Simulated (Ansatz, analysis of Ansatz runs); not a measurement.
**Li2ZnCl4 (Fd-3m), nudged elastic band: V_Li hop (3.6 Å) (q = −1)**

Aim: the barrier of one jump in Li2ZnCl4 (Fd-3m) at charge −1: V_Li hop (3.6 Å). The model is a cell of 56 host atoms with 1 Li taken out; Li is the atom that moves.

Main program and level: Ansatz 0.2.0; plane-wave PAW DFT, PBEsol; nudged elastic band between two relaxed defect structures at fixed charge in a uniform background.

## (1) The structure

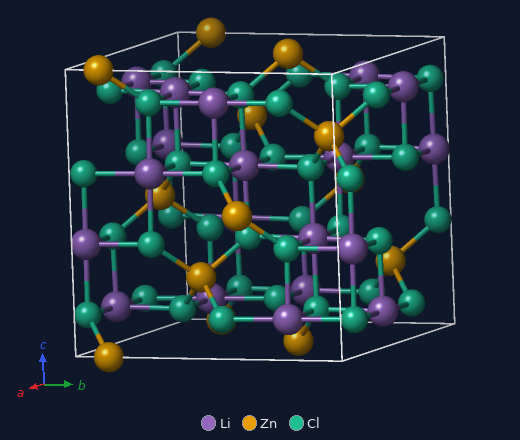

The starting structure, seen slightly off an axis (lithium purple, zinc orange, chlorine teal). Some periodic images of atoms are drawn too.

The cell holds 55 atoms: 15 Li, 8 Zn and 32 Cl. Its edges and angles: a = 10.231 Å, b = 10.231 Å, c = 10.231 Å, α = 90.0°, β = 90.0°, γ = 90.0°. It derives from Li2ZnCl4 (space group Fd-3m). Nearest the centre at fractional (0.750, 0.625, 0.750): Cl47 at 1.76 Å, Cl39 at 1.76 Å, Li8 at 1.81 Å, Cl43 at 3.08 Å, Cl31 at 3.08 Å, Li15 at 3.13 Å, Li4 at 3.13 Å, Cl34 at 3.13 Å. The cell carries charge −1.

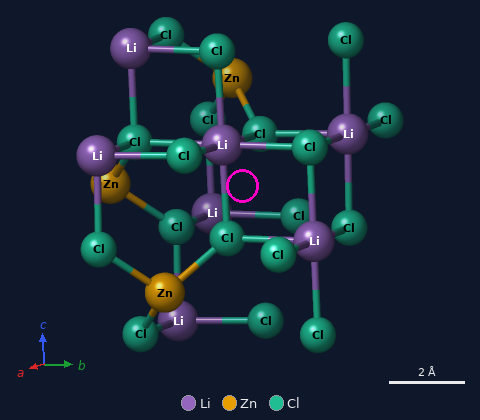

The atoms within 5 Å of the centre. A ring marks the middle of the ideal hop wherever no atom is near it.

The cell's shortest repeat is 10.2 Å.

## (2) Relaxation of the start point, charge −1

The ends come first: from an unrelaxed start the top is counted from too high an energy, and the barrier comes out too low. Small random displacements break the symmetry of the ideal sites, so that the defect can distort if it gains by it. The charge of −1 is set by the electron count, and a uniform background keeps the cell neutral.

qm1.start/input.yaml reads:

```yaml
crystal:
  lattice:
    - [10.2311792, 0.0, 0.0]
    - [0.0, 10.2311792, 0.0]
    - [0.0, 0.0, 10.2311792]
  atoms:
    - { symbol: Li, position: [0.375, 0.375, 0.625] }
    - { symbol: Li, position: [0.375, 0.875, 0.125] }
    - { symbol: Li, position: [0.875, 0.375, 0.125] }
    - { symbol: Li, position: [0.875, 0.875, 0.625] }
    - { symbol: Li, position: [0.375, 0.125, 0.875] }
    - { symbol: Li, position: [0.375, 0.625, 0.375] }
    - { symbol: Li, position: [0.875, 0.125, 0.375] }
    - { symbol: Li, position: [0.875, 0.625, 0.875] }
    - { symbol: Li, position: [0.125, 0.125, 0.625] }
    - { symbol: Li, position: [0.125, 0.625, 0.125] }
    - { symbol: Li, position: [0.625, 0.125, 0.125] }
    - { symbol: Li, position: [0.125, 0.375, 0.875] }
    - { symbol: Li, position: [0.125, 0.875, 0.375] }
    - { symbol: Li, position: [0.625, 0.375, 0.375] }
    - { symbol: Li, position: [0.625, 0.875, 0.875] }
    - { symbol: Zn, position: [0.0, 0.0, 0.0] }
    - { symbol: Zn, position: [0.0, 0.5, 0.5] }
    - { symbol: Zn, position: [0.5, 0.0, 0.5] }
    - { symbol: Zn, position: [0.5, 0.5, 0.0] }
    - { symbol: Zn, position: [0.25, 0.25, 0.25] }
    - { symbol: Zn, position: [0.25, 0.75, 0.75] }
    - { symbol: Zn, position: [0.75, 0.25, 0.75] }
    - { symbol: Zn, position: [0.75, 0.75, 0.25] }
    - { symbol: Cl, position: [0.37836869, 0.12163131, 0.12163131] }
    - { symbol: Cl, position: [0.37836869, 0.62163131, 0.62163131] }
    - { symbol: Cl, position: [0.87836869, 0.12163131, 0.62163131] }
    - { symbol: Cl, position: [0.87836869, 0.62163131, 0.12163131] }
    - { symbol: Cl, position: [0.37163131, 0.37163131, 0.87163131] }
    - { symbol: Cl, position: [0.37163131, 0.87163131, 0.37163131] }
    - { symbol: Cl, position: [0.87163131, 0.37163131, 0.37163131] }
    - { symbol: Cl, position: [0.87163131, 0.87163131, 0.87163131] }
    - { symbol: Cl, position: [0.37836869, 0.37836869, 0.37836869] }
    - { symbol: Cl, position: [0.37836869, 0.87836869, 0.87836869] }
    - { symbol: Cl, position: [0.87836869, 0.37836869, 0.87836869] }
    - { symbol: Cl, position: [0.87836869, 0.87836869, 0.37836869] }
    - { symbol: Cl, position: [0.37163131, 0.12836869, 0.62836869] }
    - { symbol: Cl, position: [0.37163131, 0.62836869, 0.12836869] }
    - { symbol: Cl, position: [0.87163131, 0.12836869, 0.12836869] }
    - { symbol: Cl, position: [0.87163131, 0.62836869, 0.62836869] }
    - { symbol: Cl, position: [0.12836869, 0.37163131, 0.62836869] }
    - { symbol: Cl, position: [0.12836869, 0.87163131, 0.12836869] }
    - { symbol: Cl, position: [0.62836869, 0.37163131, 0.12836869] }
    - { symbol: Cl, position: [0.62836869, 0.87163131, 0.62836869] }
    - { symbol: Cl, position: [0.12836869, 0.12836869, 0.87163131] }
    - { symbol: Cl, position: [0.12836869, 0.62836869, 0.37163131] }
    - { symbol: Cl, position: [0.62836869, 0.12836869, 0.37163131] }
    - { symbol: Cl, position: [0.62836869, 0.62836869, 0.87163131] }
    - { symbol: Cl, position: [0.12163131, 0.37836869, 0.12163131] }
    - { symbol: Cl, position: [0.12163131, 0.87836869, 0.62163131] }
    - { symbol: Cl, position: [0.62163131, 0.37836869, 0.62163131] }
    - { symbol: Cl, position: [0.62163131, 0.87836869, 0.12163131] }
    - { symbol: Cl, position: [0.12163131, 0.12163131, 0.37836869] }
    - { symbol: Cl, position: [0.12163131, 0.62163131, 0.87836869] }
    - { symbol: Cl, position: [0.62163131, 0.12163131, 0.87836869] }
    - { symbol: Cl, position: [0.62163131, 0.62163131, 0.37836869] }
total_charge: -1
basis:
  ecutwfc: 420
  xc_grid: 2
hamiltonian:
  xc: pbesol
kpoints:
  mp_grid: { grid: [1, 1, 1], shift: [0.25, 0.25, 0.25] }
scf:
  occupations: { method: fixed }
  max_iter: 120
output:
  forces: true
relax:
  f_tol: 0.02
  max_steps: 70
  random_displacement: { amplitude: 0.03, seed: 820 }
```

Started as:

```
ansatz run input.yaml --threads 4 --pin off --max-ram 7536MiB --backend cpu --events-out ev --progress --plain --runs-dir out
```

Numbers of over 12 decimals in the logs are rounded to 6 here.

What it wrote:

```text
[... repeated set-up lines and file paths are left out, and long positions are rounded to six places ...]
The last accepted step is kept in <dir> (removed where the run ends without a failure and the disk answers)
Engine: ansatz 0.2.0, aarch64-unknown-linux-gnu
Pseudopotentials: kind: paw
Pseudopotential: Li, paw, valence charge 3, recommended cutoff 420 eV (normal), Li.paw.azcp
Pseudopotential: Zn, paw, valence charge 12, recommended cutoff 420 eV (normal), Zn.paw.azcp
Pseudopotential: Cl, paw, valence charge 7, recommended cutoff 420 eV (normal), Cl.paw.azcp
Functional definition: PBEsol
  exchange = pbesol_x
  correlation = pbesol_c
Crystal: 55 atoms, lattice volume = 1070.969 Å³
Basis set: ecut = 420 eV, 20863 PW (Γ), exchange–correlation on 144×144×144 points (8 copies of the dense FFT grid, shifted against one another)
Bands: 238, of which v1, the nominal top of the filled ones, is band 183 counted from 1 (182 counted from 0)
Symmetry: 1 space group operations
k-points: 1
Non-local potential: Li, projectors of the file, l = 0: 3, l = 1: 2, l = 2: 1
Non-local potential: Zn, projectors of the file, l = 0: 2, l = 1: 2, l = 2: 3, l = 3: 1
Non-local potential: Cl, projectors of the file, l = 0: 2, l = 1: 2, l = 2: 2
PAW form: soft (Blöchl's): semilocal exchange-correlation on the pseudo side does not see the compensation charge
PAW frozen core: Zn, regenerated for the run's functional, and the local potential with it (the file was generated under x = pbe(κ = 0.804, μ = 0.219515), c = pbe(β = 0.066725))
PAW frozen core: Cl, regenerated for the run's functional, and the local potential with it (the file was generated under x = pbe(κ = 0.804, μ = 0.219515), c = pbe(β = 0.066725))
PAW one-centre angular grid: Li, 110 points (default); XC on 64 Gauss nodes
PAW one-centre angular grid: Zn, 590 points (default); XC on 64 Gauss nodes
PAW one-centre angular grid: Cl, 110 points (default); XC on 64 Gauss nodes
Initial density: superposition of atomic densities (neutral atoms scaled as one to the charged cell's electrons: chi_scale 0, normalization atom), corrected by the library's trained network
Initial wavefunctions: pseudopotential atomic-orbital guess
Functional: x = pbesol(κ = 0.804, μ = 0.123457), c = pbesol(β = 0.046)
SCF iter   1: F=—  HF=-63316.718683 eV  |F-HF|=—  |Δ(HF+E_count)|=         —  Δρ=1.02e-2  dr2=9.57e-1  ethr=1.77e-3  ⟨swp⟩=6.0  Hψ=769  notcnv=0  defer=53
preconditioner: auto → Resta (q_TF=auto, 2.281 Å⁻¹)  ε∞=3.7  [insulator: Δε(μ)=4.389 eV  Ē_g=12.673 eV  n_scr=202 (ndim 8)  ℏωp=20.8 eV  f_vac=0.014  ε∞_Penn≈3.7]
SCF iter   2: F=—  HF=-63316.444248 eV  |F-HF|=—  |Δ(HF+E_count)|=   2.74e-1  Δρ=2.42e-3  dr2=7.58e-2  ethr=2.62e-4  ⟨swp⟩=2.0  Hψ=384  notcnv=0  defer=53
SCF iter   3: F=—  HF=-63316.402076 eV  |F-HF|=—  |Δ(HF+E_count)|=   4.22e-2  Δρ=1.86e-3  dr2=3.69e-2  ethr=2.07e-5  ⟨swp⟩=2.0  Hψ=329  notcnv=0  defer=51
automatic band count: iteration 3 solves 236 bands in place of 238: the levels show a gap, and the empty bands left out lie too high to hold charge; the band table lists the bands solved (type scf.n_extra_bands for more)
SCF iter   4: F=—  HF=-63316.394882 eV  |F-HF|=—  |Δ(HF+E_count)|=   7.19e-3  Δρ=5.29e-4  dr2=2.13e-3  ethr=1.01e-5  ⟨swp⟩=2.0  Hψ=329  notcnv=0  defer=51
SCF iter   5: F=—  HF=-63316.399064 eV  |F-HF|=—  |Δ(HF+E_count)|=   4.18e-3  Δρ=1.40e-4  dr2=1.41e-4  ethr=5.81e-7  ⟨swp⟩=2.0  Hψ=380  notcnv=0  defer=51
SCF iter   6: F=—  HF=-63316.399141 eV  |F-HF|=—  |Δ(HF+E_count)|=   7.67e-5  Δρ=5.71e-5  dr2=2.15e-5  ethr=3.85e-8  ⟨swp⟩=2.0  Hψ=327  notcnv=0  defer=51
SCF iter   7: F=-63316.399134 eV  HF=-63316.399134 eV  |F-HF|=1.08e-7  |Δ(HF+E_count)|=   6.35e-6  Δρ=2.55e-5  dr2=4.70e-6  ethr=2.73e-9  ⟨swp⟩=4.0  Hψ=714  notcnv=0
SCF 1 converged in 7 iterations: F = -63316.399134 eV  dr2 = 4.70e-6
  greatest PAW one-centre occupation: 0.999 electrons in one spin orbital (limit 2), on the Li atom at site 4 (counted from 0), in its partial waves of l = 0
relax step   1: F+E_penalty+E_count = -63316.39913447 eV  Δ(F+E_penalty+E_count) = +0.000e0 eV  max|allowed force component| = 6.678e-1 eV/Å  Δτ_max = 0.0000 Å  (7 SCF iters, dr2 threshold 1.00e-5 eV, accepted)
[... the SCF cycles and remarks between the steps are left out from here to the last step ...]
relax step   2: F+E_penalty+E_count = -63316.62048081 eV  Δ(F+E_penalty+E_count) = -2.213e-1 eV  max|allowed force component| = 3.199e-1 eV/Å  Δτ_max = 0.1073 Å  (6 SCF iters, dr2 threshold 2.79e-5 eV, accepted)
relax step   3: F+E_penalty+E_count = -63316.70928077 eV  Δ(F+E_penalty+E_count) = -8.880e-2 eV  max|allowed force component| = 3.272e-2 eV/Å  Δτ_max = 0.0801 Å  (7 SCF iters, dr2 threshold 6.40e-6 eV, accepted)
SCF iter   1: F=—  HF=-63316.712745 eV  |F-HF|=—  |Δ(HF+E_count)|=         —  Δρ=1.03e-3  dr2=6.24e-3  ethr=4.43e-5  ⟨swp⟩=3.0  Hψ=351  notcnv=0  defer=51
automatic band count: iteration 1 solves 236 bands in place of 238: the levels show a gap, and the empty bands left out lie too high to hold charge; the band table lists the bands solved (type scf.n_extra_bands for more)
SCF iter   2: F=—  HF=-63316.711088 eV  |F-HF|=—  |Δ(HF+E_count)|=   1.66e-3  Δρ=4.72e-4  dr2=1.29e-3  ethr=1.70e-6  ⟨swp⟩=2.0  Hψ=284  notcnv=0  defer=51
SCF iter   3: F=—  HF=-63316.710833 eV  |F-HF|=—  |Δ(HF+E_count)|=   2.55e-4  Δρ=5.99e-5  dr2=4.72e-5  ethr=3.52e-7  ⟨swp⟩=2.0  Hψ=293  notcnv=0  defer=45
SCF iter   4: F=—  HF=-63316.711923 eV  |F-HF|=—  |Δ(HF+E_count)|=   1.09e-3  Δρ=4.13e-5  dr2=1.24e-5  ethr=1.29e-8  ⟨swp⟩=2.0  Hψ=374  notcnv=0  defer=45
SCF iter   5: F=—  HF=-63316.711918 eV  |F-HF|=—  |Δ(HF+E_count)|=   5.51e-6  Δρ=1.56e-5  dr2=2.01e-6  ethr=3.39e-9  ⟨swp⟩=2.0  Hψ=327  notcnv=0  defer=45
SCF iter   6: F=—  HF=-63316.711918 eV  |F-HF|=—  |Δ(HF+E_count)|=   2.71e-7  Δρ=4.02e-6  dr2=2.27e-7  ethr=5.50e-10  ⟨swp⟩=2.0  Hψ=321  notcnv=0  defer=45
SCF iter   7: F=-63316.711918 eV  HF=-63316.711918 eV  |F-HF|=8.92e-9  |Δ(HF+E_count)|=   1.73e-7  Δρ=1.05e-6  dr2=1.72e-8  ethr=2.73e-11  ⟨swp⟩=4.0  Hψ=625  notcnv=0
SCF 4 converged in 7 iterations: F = -63316.711918 eV  dr2 = 1.72e-8
relax step   4: F+E_penalty+E_count = -63316.71191780 eV  Δ(F+E_penalty+E_count) = -2.637e-3 eV  max|allowed force component| = 4.805e-3 eV/Å  Δτ_max = 0.0202 Å  (7 SCF iters, accepted)
SCF converged after 7 iterations
Free energy (F): -63316.711918 eV
Harris-Foulkes:  -63316.711918 eV  (|F-HF|=8.92e-9)
Internal energy: -63316.711918 eV  (E = F + TS)
E sigma→0 (E₀):  -63316.711918 eV
Fermi energy:    2.118963 eV
--- Per-component energies (eV) ---
  E_band       = -2054.260037
  E_kinetic    = 6541.974155
  E_local      = -26531.087231  (includes V_loc(G=0)·N_el)
  E_nonlocal   = 5382.489088
  E_hartree    = 10187.210512
  E_xc         = -4640.737114
  E_vxc        = -4518.013732  (∫ρ·V_xc dr)
  E_paw        = -35187.122295  (= ΣΔE_a)
  E_vpaw       = -3304.043960  (= ΣTr[D̂ρ^β])
  E_aug_tail   = 0.000114  (compensation charges beyond the density's cutoff)
  E_ewald      = -19078.327815
  E_core_change = 8.888667  (= ΣΔE_core)
  E_smearing   = -0.000000  (= −TS)
  E_closure    = -0.000000  (closes the sum)
  E_deformation_potential = -10.629701  (in the stress; not in F)
  Σ components = -63316.711918   (vs F -63316.711918, Δ=0.00e0)
--- Forces (eV/Å), atoms counted from 1 ---
  atom   1  Li     0.00077355     0.00070814     0.00094546
  atom   2  Li     0.00035183     0.00014422    -0.00060965
  [... 1 atom left out ...]
  atom   4  Li    -0.00018988    -0.00048209    -0.00074529
  [... 3 atoms left out ...]
  atom   8  Li    -0.00088548    -0.00141231    -0.00068364
  [... 6 atoms left out ...]
  atom  15  Li    -0.00141954    -0.00054525    -0.00027740
  [... 6 atoms left out ...]
  atom  22  Zn    -0.00141995    -0.00318229    -0.00084101
  [... 8 atoms left out ...]
  atom  31  Cl     0.00250424     0.00089197     0.00163503
  [... 2 atoms left out ...]
  atom  34  Cl     0.00031736     0.00066198     0.00012845
  [... 4 atoms left out ...]
  atom  39  Cl    -0.00200673    -0.00216933    -0.00087168
  [... 3 atoms left out ...]
  atom  43  Cl    -0.00039133    -0.00184702    -0.00031765
  [... 3 atoms left out ...]
  atom  47  Cl    -0.00080212    -0.00216823    -0.00217615
  [... 2 atoms left out ...]
  atom  50  Cl     0.00051859     0.00209753     0.00225504
  [... 5 atoms left out ...]
  max |Σ_I F_I| component: 8.56e-6 eV/Å
--- Relaxed structure (4 steps of the walk, 4 accepted, 0 SCFs on fresh bases) ---
  F+E_penalty+E_count = -63316.71191780 eV   max|allowed force component| = 4.805e-3 eV/Å
  atoms:
    - { symbol: Li, position: [0.383101, 0.382669, 0.630565] }
    - { symbol: Li, position: [0.376669, 0.873462, 0.124638] }
    [... 1 atom left out ...]
    - { symbol: Li, position: [0.867352, 0.867104, 0.618565] }
    [... 3 atoms left out ...]
    - { symbol: Li, position: [0.867422, 0.619039, 0.866735] }
    [... 6 atoms left out ...]
    - { symbol: Li, position: [0.619276, 0.867146, 0.866738] }
    [... 6 atoms left out ...]
    - { symbol: Zn, position: [0.747927, 0.247397, 0.747224] }
    [... 8 atoms left out ...]
    - { symbol: Cl, position: [0.870683, 0.870454, 0.870058] }
    [... 2 atoms left out ...]
    - { symbol: Cl, position: [0.878846, 0.374087, 0.878202] }
    [... 4 atoms left out ...]
    - { symbol: Cl, position: [0.875407, 0.627162, 0.626760] }
    [... 3 atoms left out ...]
    - { symbol: Cl, position: [0.627392, 0.874949, 0.626756] }
    [... 3 atoms left out ...]
    - { symbol: Cl, position: [0.627408, 0.627168, 0.874704] }
    [... 2 atoms left out ...]
    - { symbol: Cl, position: [0.623095, 0.374801, 0.622368] }
    [... 5 atoms left out ...]
```

The job ended after 36 s (4 threads of Arm Neoverse V2, shared host; peak memory 1.5 GiB).

The steps of the relaxation:

```csv
step,energy less that of the first step (eV),largest force component (eV/Å)
1,0.0000,0.6678
2,-0.2213,0.3199
3,-0.3101,0.0327
4,-0.3128,0.0048
```

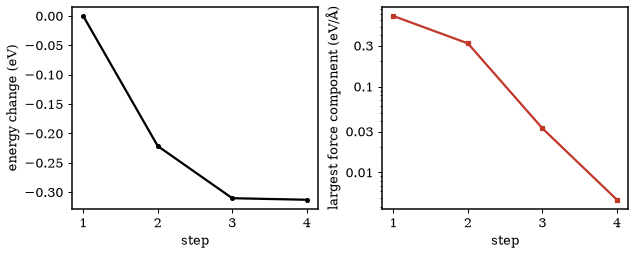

Energy and largest force along the relaxation.

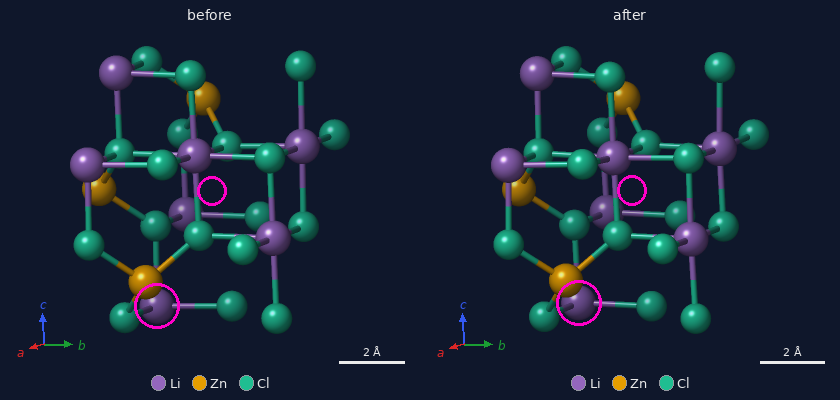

Before and after: the atoms that start within 5 Å of the centre. Li14, which moves most, is ringed if it is among them. A ring with no atom in it marks the middle of the ideal hop.

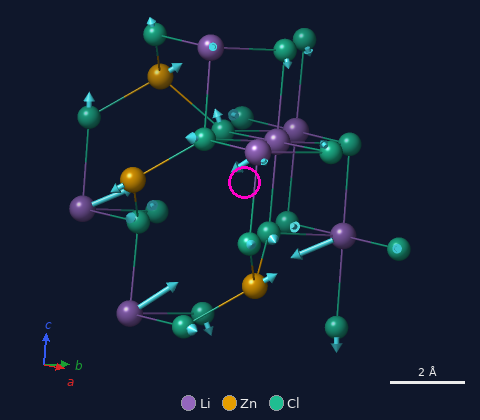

Displacements in the relaxation from the typed sites near the centre, exaggerated, the mean shift taken out; the longest in the cell stands for 0.13 Å. A ring marks the middle of the ideal hop wherever no atom is near it.

The atoms that moved most (Å, from the sites as typed, ahead of the random displacement, the mean shift of all atoms taken out):

```csv
atom,dx,dy,dz,length
Li14,0.061,0.081,0.080,0.130
Li4,-0.081,-0.080,-0.062,0.129
Li1,0.080,0.079,0.061,0.129
Li15,-0.061,-0.079,-0.080,0.128
Li8,-0.080,-0.060,-0.080,0.128
Li6,0.080,0.060,0.080,0.128
Cl33,-0.044,0.002,0.003,0.044
Cl35,0.003,0.003,-0.043,0.044
```

Neighbours of Li8 at the end:

```
atom  distance (Å)
Cl39         2.458
Cl47         2.458
Cl34         2.512
Cl31         2.573
Cl27         2.582
Cl53         2.582
 Li4         3.590
Li15         3.590
 Li3         3.623
Li12         3.623
```

Numbers from this step:

| Item | Value |
| --- | --- |
| free energy | -63316.7119 eV |
| r.m.s. move of the farther half of the atoms | 0.03458 Å |
| largest move from the ideal geometry of this structure, a common shift of the far atoms taken out | 0.1590 Å |

The relaxation gained 0.313 eV and ended with a largest force component of 0.0048 eV/Å.

(Continued in part 2 of 5.)

[Logs are printed without paths, hosts, clocks, repeated set-up lines and the standing remarks that a program may print on its own settings, such as how far it seeks lower states.]

[Hosts, paths, dates, database ids (printed as entryN), source tags and the programs' standing remarks are cut or masked in the printed files.]
